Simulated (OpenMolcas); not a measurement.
**ICl (charge +1): single-point calculation (part 1 of 2)**

- system: ICl (iodine monochloride), charge +1, multiplicity 2
- method: HF/3-21G, UHF (OpenMolcas 26.06)

The geometry is that of the parent species in another charge or spin state. The geometry comes from this level: PBE0-D4/def2-TZVP.

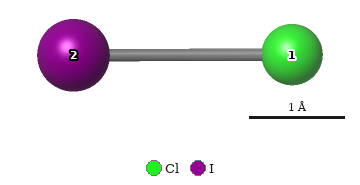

The structure (ball-and-stick view, seen on its broad side; atoms are numbered from 1 in the order of the input).

Input file:
```
>>> EXPORT MOLCAS_PRINT=2
&GATEWAY
BASLIB
$CurrDir
COORD
2
angstrom
Cl       0.000000       0.000000      -0.002580
I        0.000000       0.000000       2.309100
BASIS
3-21G
GROUP
NoSym
&SEWARD
&SCF
UHF
CHARGE
1
SPIN
2
THRESHOLDS
1e-10 1e-07 1e-07 1e-05
PRORBITALS
1 2
```

Machine: 1 thread of Arm Neoverse V1, 24 GiB of memory available, shared host.

Command:
```bash
export MOLCAS_MEM=1860
pymolcas calc.input > calc.log
```

Output:
```
--- Start Module: gateway ---

                                              &GATEWAY

                       available to each process: 1.9 GB of memory, 1 thread

 Basis Set     1 Label: CL.3-21G
 Basis set is read from library:.
 basistype.tbl is not found

 Basis Set     2 Label: I.3-21G
 Basis set is read from library:.
 basistype.tbl is not found

++    Symmetry information:
      ---------------------

                    Character Table for C1

                             E
                    a        1  x, y, xy, Rz, z, xz, Ry, yz, Rx, I
--

++    Basis set information:
      ----------------------

      Basis set label: CL.3-21G.........

      Electronic valence basis set:
      ------------------
      Associated Effective Charge  17.000000 au
      Associated Actual Charge     17.000000 au
      Nuclear Model: Point charge

      Shell  nPrim  nBasis  Cartesian Spherical Contaminant
         s       9       4        X
         p       6       3        X

      Basis set label: I.3-21G.........

      Electronic valence basis set:
      ------------------
      Associated Effective Charge  53.000000 au
      Associated Actual Charge     53.000000 au
      Nuclear Model: Point charge

      Shell  nPrim  nBasis  Cartesian Spherical Contaminant
         s      15       6        X
         p      12       5        X
         d       6       2                 X
--

++    Molecular structure info:
      -------------------------

                    ************************************************
                    **** Cartesian Coordinates / bohr, angstrom ****
                    ************************************************

     Center  Label                x              y              z                     x              y              z
        1      CL1              0.000000       0.000000      -0.004875              0.000000       0.000000      -0.002580
        2      I2               0.000000       0.000000       4.363567              0.000000       0.000000       2.309100
--

            Nuclear Potential Energy            206.25201875 au

--- Stop Module: gateway /rc=_RC_ALL_IS_WELL_ ---

--- Start Module: seward ---

                                              &SEWARD

                       available to each process: 1.9 GB of memory, 1 thread

               SEWARD will generate:
                  Multipole Moment integrals up to order  2
                  Kinetic Energy integrals
                  Nuclear Attraction integrals (point charge)
                  One-Electron Hamiltonian integrals
                  Velocity integrals
                  Orbital angular momentum around (  0.0000   0.0000   3.4199 )
                  Velocity quadrupole around (  0.0000   0.0000   3.4199 )
                  Two-Electron Repulsion integrals

                   Integrals are discarded if absolute value <: 1.00E-14
                   Integral cutoff threshold is set to       <: 1.00E-16

            Nuclear Potential Energy            206.25201875 au

      Basis set specifications :
      Symmetry species         a
      Basis functions           44

--- Stop Module: seward /rc=_RC_ALL_IS_WELL_ ---

--- Start Module: scf ---

                                                &SCF

                       available to each process: 1.9 GB of memory, 1 thread

++    Input section:
      --------------

      Header of the integral files:

      Cartesian coordinates in angstrom:
      -----------------------------------------------------
      No.  Label        X            Y            Z
      -----------------------------------------------------
       1   CL1        0.00000000   0.00000000  -0.00258000
       2   I2         0.00000000   0.00000000   2.30910000
      -----------------------------------------------------
      Nuclear repulsion energy =  206.25201875
--

++    Orbital specifications:
      -----------------------

      Symmetry species               1
                                     a
      Frozen orbitals                0
      Start temperature = 0.500
      End temperature   = 0.010
      Temperature Factor= 0.460
      Deleted orbitals               0
      Total number of orbitals      44
      Number of basis functions     44
--

      Molecular charge                           1.000

++    Optimization specifications:
      ----------------------------

      SCF Algorithm: Conventional USCF
      D(i)-D(i-1) density differences are used
      Number of density matrices in core                 5
      Maximum number of NDDO SCF iterations            400
      Maximum number of HF SCF iterations              400
      Threshold for SCF energy change             1.00E-10
      Threshold for density matrix                1.00E-07
      Threshold for Fock matrix                   1.00E-07
      Threshold for linear dependence             1.00E-09
      Threshold at which DIIS is turned on        1.50E-01
      Maximum depth in the DIIS procedure                5
      Maximum depth in the BFGS Hessian update          30
      Threshold at which QNR/C2DIIS is turned on  7.50E-02
      Threshold for Norm(delta) (QNR/C2DIIS)      1.00E-05
      All orbitals punched on: UHFORB
--

      Input vectors read from INPORB
      Orbital file label: *Guess orbitals

++ Convergence information
                               UHF SCF        iterations: Energy and convergence statistics

Iter     Tot. SCF        One-elec.       Two-elec.     Energy      Max Dij or  Max Fij      DNorm      TNorm      AccCon     Time
         Energy          Energy          Energy        Change      Delta Norm                                                in Sec.

 The total and one-electron energies are shifted by a value of      7000. a.u.

   1  -343.156282658 -3497.359737115  2947.951435709   0.00E+00    6.65E-02*   2.60E+01*    1.77E+01   6.40E+02   None         0.
   2  -343.096534614 -3496.602637729  2947.254084367   5.97E-02*   6.65E-02*   6.90E-13     2.51E+00   6.40E+02   EDIIS        0.
   3  -343.769826441 -3497.066108238  2947.044263049  -6.73E-01*   1.45E-01*   5.55E-02*    1.74E+00   6.40E+02   EDIIS        0.
   4  -344.021343991 -3498.181114850  2947.907752111  -2.52E-01*   1.34E-01*   4.73E-02*    1.66E+00   6.40E+02   EDIIS        0.
   5  -344.121135137 -3496.055563350  2945.682409464  -9.98E-02*   2.02E-01*   5.49E-02*    9.15E-01   6.40E+02   EDIIS        0.
   6  -344.124840072 -3498.567858031  2948.190999211  -3.70E-03*   4.98E-02*   3.94E-02*    6.03E-01   6.40E+02   EDIIS        0.
   7  -344.133776478 -3497.254436330  2946.868641104  -8.94E-03*   4.80E-02*   1.22E-02*    1.24E-01   6.40E+02   EDIIS        0.
   8  -344.134258961 -3497.576714547  2947.190436837  -4.82E-04*   3.27E-02*   8.26E-03*    1.04E-01   6.40E+02   EDIIS        0.
   9  -344.134538349 -3497.354863569  2946.968306472  -2.79E-04*   3.16E-02*   8.39E-03*    7.16E-02   6.40E+02   EDIIS        0.
  10  -344.134708383 -3497.548672010  2947.161944879  -1.70E-04*   1.83E-02*   5.65E-03*    6.38E-02   6.40E+02   EDIIS        0.
  11  -344.134815595 -3497.417167756  2947.030333413  -1.07E-04*   2.07E-02*   5.24E-03*    4.44E-02   6.40E+02   EDIIS        0.
  12  -344.207322225 -3497.529731272  2947.070390298  -7.25E-02*   7.79E-02*   2.37E-02*    1.43E+00   6.40E+02   EDIIS        0.
  13  -344.211067560 -3497.708316200  2947.245229892  -3.75E-03*   4.13E-02*   8.09E-03*    2.08E-01   6.40E+02   EDIIS        0.

       Fermi aufbau procedure completed!
      nOcc(alpha)=   35
      nOcc(beta) =   34

  14  -344.211678939 -3497.794278774  2947.330581086  -6.11E-04*   3.52E-02*   1.26E-02*    9.51E-02   6.40E+02   c2DIIS       0.
  15  -344.212112664 -3497.776428913  2947.312297500  -4.34E-04*   2.51E-02*   4.90E-03*    5.48E-02   6.40E+02   QNRc2DIIS    0.
  16  -344.212231228 -3497.836896227  2947.372646250  -1.19E-04*   4.83E-02*   3.19E-03*    3.92E-02   6.40E+02   QNRc2DIIS    0.
  17  -344.212370405 -3497.865836020  2947.401446867  -1.39E-04*   4.34E-02*   2.50E-03*    6.57E-02   6.40E+02   QNRc2DIIS    0.
  18  -344.212437011 -3497.866749394  2947.402293635  -6.66E-05*   6.37E-02*   1.53E-03*    6.16E-02   6.40E+02   QNRc2DIIS    0.
  19  -344.212495592 -3497.865252101  2947.400737761  -5.86E-05*   7.01E-03*   4.54E-04*    1.02E-01   6.40E+02   QNRc2DIIS    0.
  20  -344.212497796 -3497.877648303  2947.413131759  -2.20E-06*   1.48E-03*   8.73E-05*    9.98E-03   6.40E+02   QNRc2DIIS    0.
  21  -344.212497875 -3497.875909220  2947.411392596  -7.87E-08*   6.19E-04*   2.26E-05*    2.37E-03   6.40E+02   QNRc2DIIS    0.
  22  -344.212497885 -3497.876571941  2947.412055307  -9.93E-09*   3.36E-05*   4.12E-06*    8.83E-04   6.40E+02   QNRc2DIIS    0.
  23  -344.212497885 -3497.876618268  2947.412101635  -2.09E-10*   7.48E-06    1.34E-06*    7.12E-05   6.40E+02   QNRc2DIIS    0.
  24  -344.212497885 -3497.876616580  2947.412099946  -1.64E-11    8.40E-07    2.12E-07*    1.72E-05   6.40E+02   QNRc2DIIS    0.
  25  -344.212497885 -3497.876617082  2947.412100449   6.37E-12*   2.64E-07    3.82E-08     2.34E-06   6.40E+02   QNRc2DIIS    0.
  26  -344.212497885 -3497.876616837  2947.412100204  -4.55E-12    3.00E-08    5.25E-09     7.21E-07   6.40E+02   QNRc2DIIS    0.

       Convergence after  26 Iterations
--

 *****************************************************************************************************************************
 *                                             SCF/KS-DFT Program, Final results                                             *
 *                                                       Final Results                                                       *
 *****************************************************************************************************************************

::    Total SCF energy                              -7344.2124978852
      One-electron energy                          -10497.8766168375
      Two-electron energy                            2947.4121002040
      Nuclear repulsion energy                        206.2520187483
      Kinetic energy (interpolated)                  7362.5571926862
      Virial theorem                                    0.9975083800
      Total spin, S(S+1)                                0.7772307670
      Total spin, S                                     0.5135239351
      Max non-diagonal density matrix element           0.0000000121
      Max non-diagonal Fock matrix element              0.0000000020

      All orbitals with orbital energies smaller than  E(LUMO)+0.5 are printed

++    Molecular orbitals:
      -------------------

      Title: UHF orbitals (alpha)

      Molecular orbitals for symmetry species 1: a

      Basis set list:
        1 CL1    1s                 10 CL1    2py                19 I2     1s                 28 I2     2py                37 I2     3d1-
        2 CL1    1s                 11 CL1    2pz                20 I2     2px                29 I2     2py                38 I2     3d1-
        3 CL1    1s                 12 CL1    2pz                21 I2     2px                30 I2     2pz                39 I2     3d0
        4 CL1    1s                 13 CL1    2pz                22 I2     2px                31 I2     2pz                40 I2     3d0
        5 CL1    2px                14 I2     1s                 23 I2     2px                32 I2     2pz                41 I2     3d1+
        6 CL1    2px                15 I2     1s                 24 I2     2px                33 I2     2pz                42 I2     3d1+
        7 CL1    2px                16 I2     1s                 25 I2     2py                34 I2     2pz                43 I2     3d2+
        8 CL1    2py                17 I2     1s                 26 I2     2py                35 I2     3d2-               44 I2     3d2+
        9 CL1    2py                18 I2     1s                 27 I2     2py                36 I2     3d2-

  Index Energy  Occupation Coefficients ...

    1-1170.3856    1.0000         14 I2     1s     ( 0.981),

    2 -180.4269    1.0000         15 I2     1s     ( 1.018),

    3 -168.6712    1.0000         20 I2     2px    ( 0.854),    25 I2     2py    ( 0.472),

    4 -168.6691    1.0000         30 I2     2pz    (-0.975),

    5 -168.6673    1.0000         20 I2     2px    (-0.472),    25 I2     2py    ( 0.854),

    6 -104.3966    1.0000          1 CL1    1s     ( 0.986),

    7  -38.1976    1.0000         15 I2     1s     ( 0.551),    16 I2     1s     (-1.087),

    8  -33.0911    1.0000         21 I2     2px    ( 0.932),    26 I2     2py    ( 0.515),

    9  -33.0885    1.0000         31 I2     2pz    (-1.065),

   10  -33.0816    1.0000         21 I2     2px    (-0.515),    26 I2     2py    ( 0.933),

   11  -24.5410    1.0000         39 I2     3d0    (-0.851),

   12  -24.5408    1.0000         37 I2     3d1-   ( 0.473),    41 I2     3d1+   ( 0.856),

   13  -24.5347    1.0000         35 I2     3d2-   (-0.521),    43 I2     3d2+   ( 0.827),

   14  -24.5347    1.0000         37 I2     3d1-   ( 0.856),    41 I2     3d1+   (-0.473),

   15  -24.5327    1.0000         35 I2     3d2-   (-0.720),    39 I2     3d0    (-0.481),    43 I2     3d2+   (-0.453),

   16  -10.7904    1.0000          2 CL1    1s     ( 0.984),

   17   -8.2506    1.0000          5 CL1    2px    ( 0.853),     8 CL1    2py    ( 0.471),

   18   -8.2498    1.0000         11 CL1    2pz    (-0.973),

   19   -8.2475    1.0000          5 CL1    2px    (-0.471),     8 CL1    2py    ( 0.853),

   20   -7.6293    1.0000         16 I2     1s     (-0.667),    17 I2     1s     (-1.140),

   21   -5.7632    1.0000         21 I2     2px    (-0.615),    22 I2     2px    ( 1.019),    27 I2     2py    ( 0.563),

   22   -5.7598    1.0000         31 I2     2pz    ( 0.702),    32 I2     2pz    (-1.163),

   23   -5.7393    1.0000         22 I2     2px    (-0.563),    26 I2     2py    (-0.615),    27 I2     2py    ( 1.020),

   24   -2.8083    1.0000         40 I2     3d0    (-0.936),

   25   -2.8074    1.0000         38 I2     3d1-   ( 0.511),    42 I2     3d1+   ( 0.925),

   26   -2.7881    1.0000         38 I2     3d1-   (-0.925),    42 I2     3d1+   ( 0.511),

   27   -2.7868    1.0000         36 I2     3d2-   (-0.563),    44 I2     3d2+   ( 0.894),

   28   -2.7810    1.0000         36 I2     3d2-   (-0.793),    40 I2     3d0    (-0.487),    44 I2     3d2+   (-0.499),

   29   -1.3947    1.0000          2 CL1    1s     ( 0.412),     3 CL1    1s     (-0.522),     4 CL1    1s     (-0.432),

   30   -1.1709    1.0000          3 CL1    1s     ( 0.300),     4 CL1    1s     ( 0.301),    17 I2     1s     (-0.450),    18 I2     1s     ( 0.558),
                                  19 I2     1s     (-0.493),

   31   -0.7958    1.0000          6 CL1    2px    ( 0.359),     7 CL1    2px    ( 0.260),    22 I2     2px    (-0.344),    23 I2     2px    (-0.459),
                                  24 I2     2px    ( 0.274),    28 I2     2py    (-0.253),

   32   -0.7716    1.0000         12 CL1    2pz    (-0.368),    13 CL1    2pz    (-0.292),    32 I2     2pz    (-0.404),    33 I2     2pz    (-0.539),
```
